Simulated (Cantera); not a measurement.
Input: 1 mol SiC, 0.035 mol CO2, 78 mol H2, 3.2 mol N2O, equilibrated at 0.360 Pa.

Cantera equilibrium calculation (NASA polynomials, part measured and part estimated; ideal gas, pure solids and liquids). Candidate condensed phases: C, C6H6, C7H8, C8H18, H2O, Si, SiC, SiO2, Si2N2O, Si3N4; 151 gas species. Rates play no part.

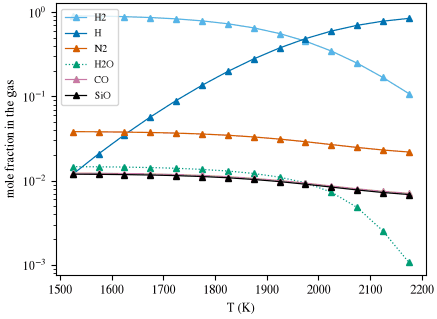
*Equilibrium gas composition (values under 1e-9 drawn at 1e-9)*

From 1525 K to 2175 K nothing is condensed. The main Si-bearing gas is SiO throughout.
